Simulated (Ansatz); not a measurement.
**AlBH₆N₂: density, localisation and related maps**

Input file:

```
crystal:
  periodic: [false, false, false]
  atoms:
    - { symbol: B, position_ang: [-1.5285, 0.398, -0.9952] }
    - { symbol: Al, position_ang: [0.0457, -0.157, 0.1133] }
    - { symbol: "N", position_ang: [0.7062, -1.9245, -0.0852] }
    - { symbol: "N", position_ang: [0.9427, 1.0786, 1.3291] }
    - { symbol: H, position_ang: [-2.0798, -0.3187, -1.7801] }
    - { symbol: H, position_ang: [-2.0012, 1.5551, -0.8942] }
    - { symbol: H, position_ang: [1.6094, -1.9848, 0.5451] }
    - { symbol: H, position_ang: [-0.63792, 0.06683, 1.47498] }
    - { symbol: H, position_ang: [0.1261, 1.3968, 2.0353] }
    - { symbol: H, position_ang: [1.1526, 1.9062, 0.7987] }
magnetization:
  spin_polarized: true
basis:
  gaussian: { orbitals: def2-SVP }
hamiltonian:
  xc: lda
relax:
  f_tol: 0.02
  max_steps: 50
output:
  orbitals: {}
```

Run with:

```sh
ansatz run input.yaml --threads 2 --pin off --max-ram 3072MiB --backend cpu --events-out ev --progress --plain --runs-dir out
```

The fields are those of the run's last geometry, not of the input's.

These are results of UKS LDA/def2-SVP in Ansatz 0.2.0, not measurements.

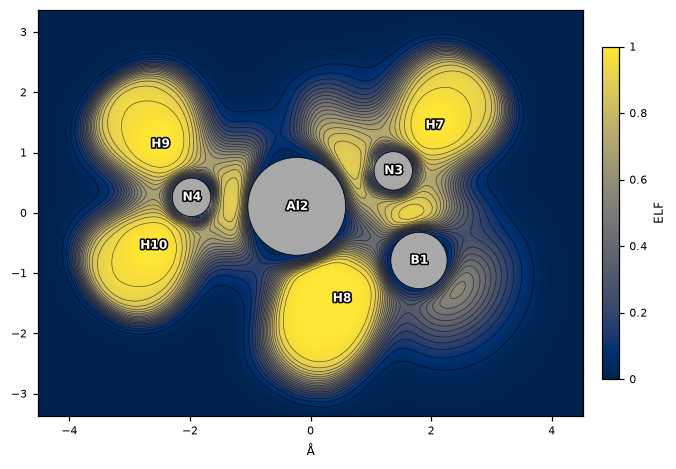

Figure 1. ELF on the plane of atoms B1, N3 and H7. Grey discs cover the atomic cores.

Question: What does the map show?

Answer:
- Atoms in the plane: B, Al, N and H.
- B–N (1.55 Å): the ELF peaks at about 0.90 between the atoms: a polar covalent bond.
- Al–N (1.71 Å): the ELF peaks at about 0.85 in the valence shell of N, 0.6 Å from its nucleus, and is about 0.40 at the midpoint.
- Al–B (2.22 Å): the ELF is about 0.30 at the midpoint.
- N–H (1.02 Å): the ELF climbs to about 1 towards the hydrogen, as it does in any bond to H (a covalent bond by its length).
- Al–N (1.75 Å): the ELF peaks at about 0.90 in the valence shell of N, 0.7 Å from its nucleus, and is about 0.60 at the midpoint.

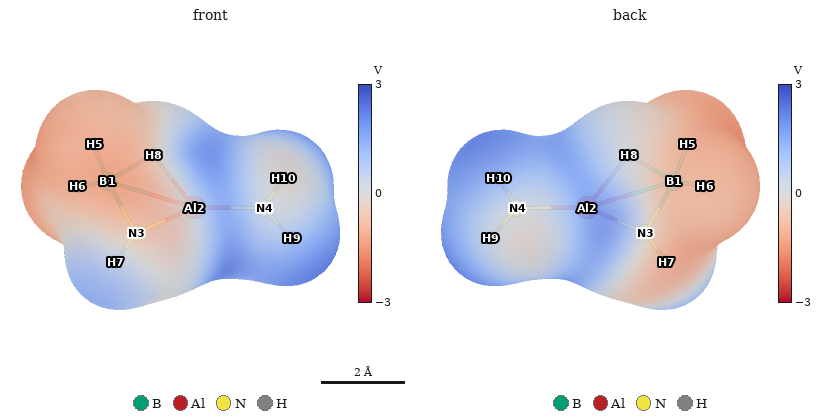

Figure 2. The molecular electrostatic potential painted on the density surface at 0.002 e/bohr³, seen from the front and from behind; the colour scale runs from red (negative) to blue (positive).

Question: Which sites attract a positive test charge, and which a negative one?

Answer: A positive charge is drawn to the negative regions and a negative charge to the positive ones. The most negative region (about −1.5 V) lies over H6, the most positive (about +2.1 V) over Al2, H9 and H10.

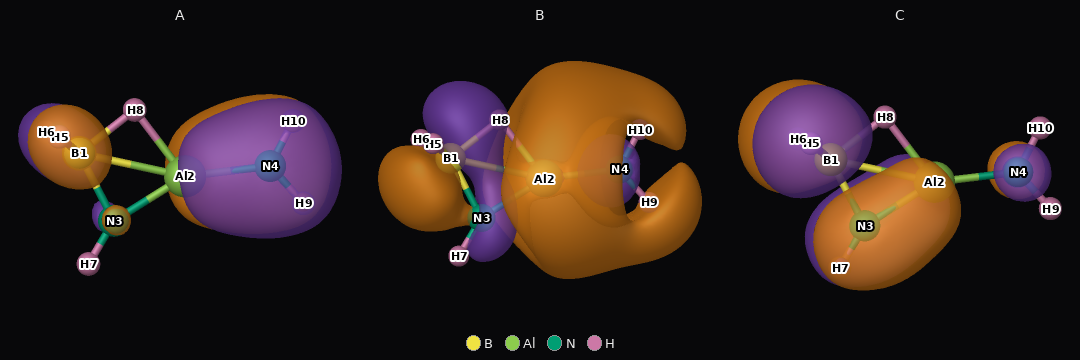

Figure 3. Three frontier orbitals at ±0.06 Å⁻³ᐟ² (orange and purple are the two phases), in no order.

Question: Which picture is the HOMO−1, the HOMO and the LUMO?

Answer: A is the HOMO−1 (−6.79 eV). Its weight (Hirshfeld) is mainly on N4 (about 70 %); largely a lone pair of N4. C is the HOMO (−4.72 eV). It lies mainly on N3 (about 45 %), B1 (about 15 %), H5 (about 15 %), H6 (about 15 %) and Al2 (about 10 %). B is the LUMO (−1.87 eV). It lies mainly on Al2 (about 50 %), N4 (about 15 %), B1 (about 15 %) and N3 (about 5 %).

Question: What is the HOMO–LUMO gap?

Answer: 2.85 eV between the orbital energies.
